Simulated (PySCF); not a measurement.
Molecule: SMILES F[CH]F (CHF2), doublet. Atoms near the plane z = 0.0 Å, at the B3LYP/def2-SVP optimised geometry (x, y, z in Å): F1 (-0.8, -1.0, 0.9), C2 (-0.3, -0.2, 0.0), F3 (-0.8, 1.0, 0.0), H4 (0.8, -0.2, 0.0).

Level of theory: unrestricted B3LYP/def2-TZVP in PySCF. Cells within 0.4 Å of a nucleus heavier than hydrogen are left out (blank, or x). The values are rescaled to run from 0 to 1.

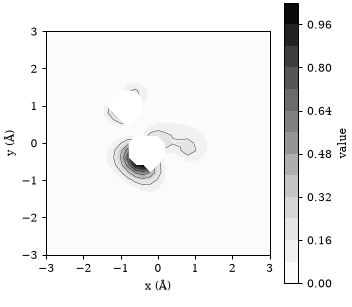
Figure: a field on the plane z = 0.0 Å.

Question: Which quantity is mapped?
(A) spin density
(B) Laplacian of the electron density
(C) log10 of the electron density
(D) deformation density (molecule minus spherical neutral atoms)

Answer: A, spin density. In full: spin density (e/bohr³).
